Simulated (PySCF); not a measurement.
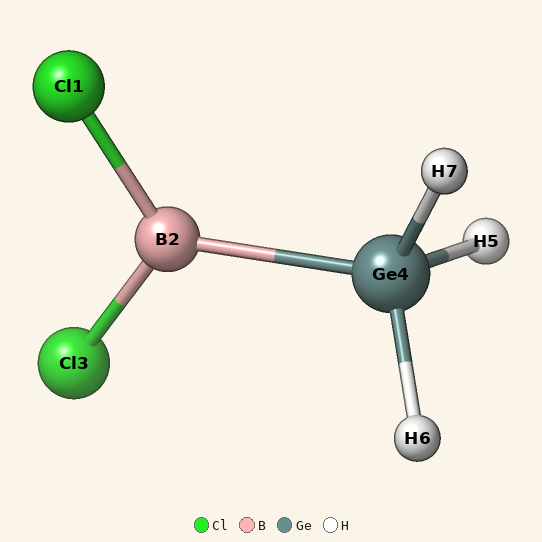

The computed structure is the end point of a PBE0-D3(BJ)/def2-SVP optimisation. No frequency run is at hand to confirm it as a minimum. Method: delta-SCF UKS SCAN, pcX-2 on the ionised atom, pcseg-1 elsewhere, spin-free X2C (PySCF 2.14.0).

Give the core-electron binding energies (to vacuum; p and d levels without spin–orbit splitting) of Cl1 1s, Cl1 2p, B2 1s.

```csv
atom,level,binding energy (eV)
Cl1,1s,2829.3
Cl1,2p,207.2
B2,1s,198.4
```
